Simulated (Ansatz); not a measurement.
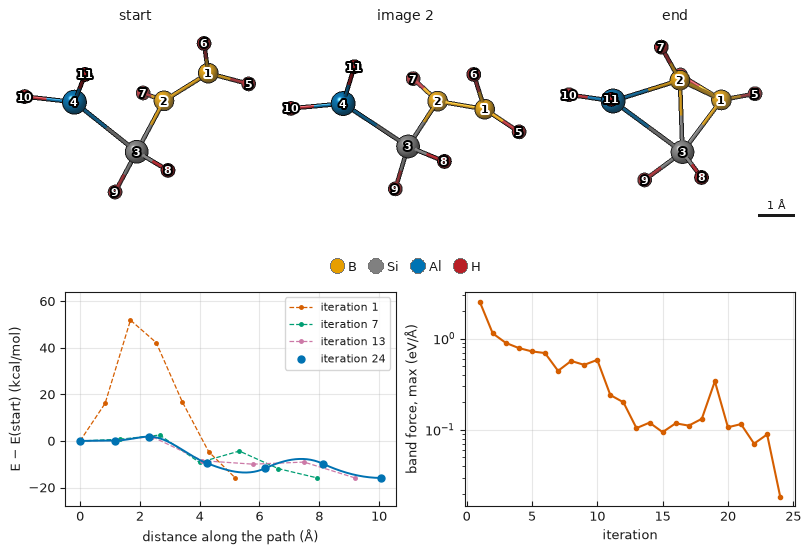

A search for the minimum-energy path of AlB2SiH7 by the nudged elastic band. Images are numbered from 0 (start) to 6 (end). The plot follows the band through its iterations. Style: ball-and-stick. Shown at a tilt.

These are results of Ansatz, RKS revPBE-D4/def2-SVP, not measurements.

The input:
```yaml
crystal:
  periodic: [false, false, false]
  atoms:
    - { symbol: B, position_ang: [-0.829408, 1.98567, 0.020294] }
    - { symbol: B, position_ang: [-0.786667, 0.594661, -0.830105] }
    - { symbol: Si, position_ang: [0.959794, -0.381341, -0.748934] }
    - { symbol: Al, position_ang: [0.309641, -1.87331, 1.124189] }
    - { symbol: H, position_ang: [-0.64408, 3.062495, -0.529451] }
    - { symbol: H, position_ang: [-0.941215, 2.028648, 1.237821] }
    - { symbol: H, position_ang: [-1.682257, 0.020556, -1.424039] }
    - { symbol: H, position_ang: [2.158192, 0.437601, -0.338385] }
    - { symbol: H, position_ang: [1.29148, -1.196746, -1.974603] }
    - { symbol: H, position_ang: [-0.433711, -3.264199, 0.829451] }
    - { symbol: H, position_ang: [0.598221, -1.414036, 2.633752] }
basis:
  gaussian: { orbitals: def2-SVP }
hamiltonian:
  xc: revpbe
  dispersion: d4
neb:
  order_check: false
  images: 5
  f_tol: 0.05
  max_iterations: 60
  initial_path: linear
  final_atoms:
    - { symbol: B, position_ang: [-0.34617563, 1.70633336, -0.62408562] }
    - { symbol: B, position_ang: [-0.63232956, 0.54042582, 0.40072992] }
    - { symbol: Si, position_ang: [1.07148239, 0.29183578, -0.72085704] }
    - { symbol: Al, position_ang: [-0.07723072, -1.52045513, 0.82979245] }
    - { symbol: H, position_ang: [-0.65220794, 2.75339514, -1.13435431] }
    - { symbol: H, position_ang: [-1.3938456, 0.72833815, -0.66797484] }
    - { symbol: H, position_ang: [-1.24095563, 0.10509462, 1.39369156] }
    - { symbol: H, position_ang: [2.37434789, 0.57154887, -0.03605209] }
    - { symbol: H, position_ang: [1.19689497, -0.81748775, -1.73866941] }
    - { symbol: H, position_ang: [-0.94697471, -2.61815955, 0.0640591] }
    - { symbol: H, position_ang: [0.64698454, -1.74087033, 2.23371029] }
```

Command:
```bash
ansatz run input.yaml --threads 2 --pin off --max-ram 3072MiB --backend cpu --events-out ev --progress --plain --runs-dir out
```

Question: Judge this run.

Answer: The run is converged, with reservations. The band converged in 24 iterations. The largest component of the band force went from 2.5 to 0.019 eV/Å. The climbing image converged on the top of the path. Its curvatures weren't checked. The straight starting path can push atoms close together and costs iterations. The first iteration put the highest image at 51.9 kcal/mol. The energy climbs by 1.9 kcal/mol to image 2 and then falls by 17.7 kcal/mol, so the end point sits at −15.9 kcal/mol. The profile has 2 maxima (images 2, 5) with a dip at image 4 (−11.8 kcal/mol), so the process runs in steps.

Cost: 110 s on 2 threads of Intel(R) Xeon(R) 6975P-C (Granite Rapids) (shared host), peak memory 0.16 GiB.
